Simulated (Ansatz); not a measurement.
Start from PbTe in the rock salt structure (space group Fm-3m, No. 225; a = 6.380 Å).

Perturbation: every lattice vector is stretched by 1.50 %; the atoms relax in the strained cell.

Computed with Ansatz (a first-principles code), LDA, PAW, cutoff 420 eV, scalar-relativistic without spin-orbit coupling.

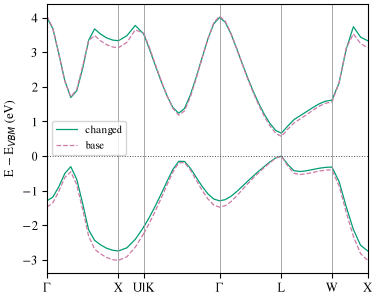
Highest valence and lowest conduction band along the path, each from its own valence-band maximum

The gap is 0.66 eV, direct at L; the base has 0.57 eV.

Spin-orbit coupling, missing from the scalar runs, can matter with Pb and Te. Stability against distortions was not tested.
